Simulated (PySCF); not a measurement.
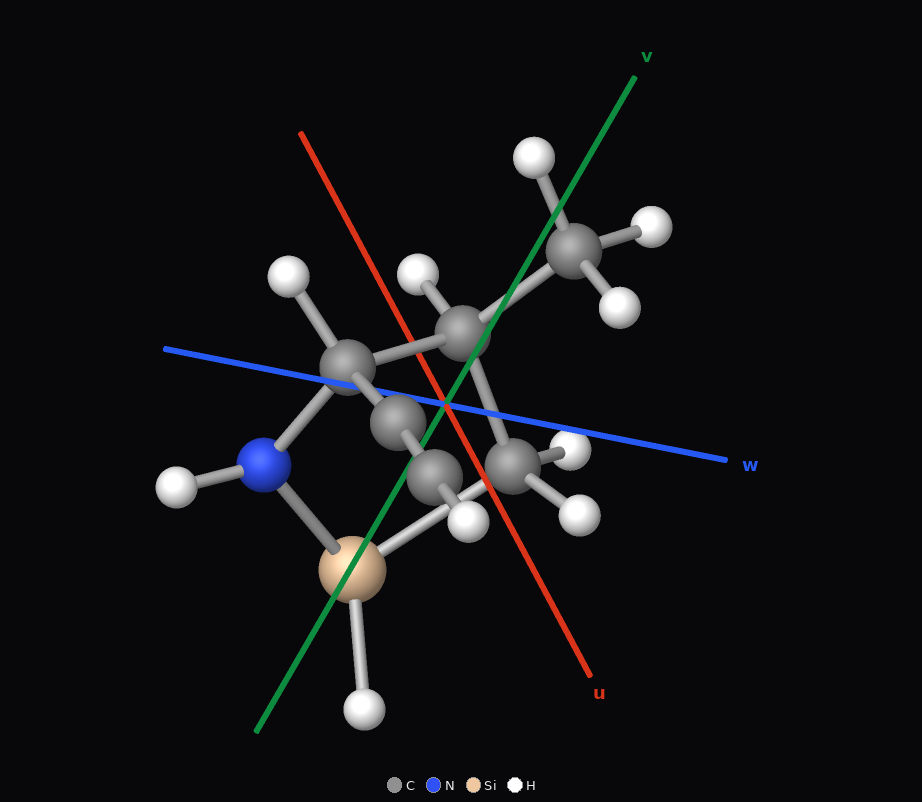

The lines u, v and w are the principal axes of the g tensor. The species is neutral and a spin doublet. The computed structure is the end point of a GFN2-xTB optimisation. No frequency run is at hand to confirm it as a minimum. Level of theory: UKS B3LYP, pcH-1 on C H N Si, non-relativistic, mean-field spin-orbit, GIAO (PySCF 2.14.0).

Question. Along which axis does g lie farthest from the free-electron value?

Answer. Along w: the shift is 1632 ppm.

Give the principal values and shifts.

```
axis        g  shift (ppm)
   u  2.00197         −345
   v  2.00248          156
   w  2.00395         1632
```

The geometry is semi-empirical. Around Si such bond lengths and angles can be off by a tenth of an ångström or more and by several degrees, and values that hang on the shape move with them.
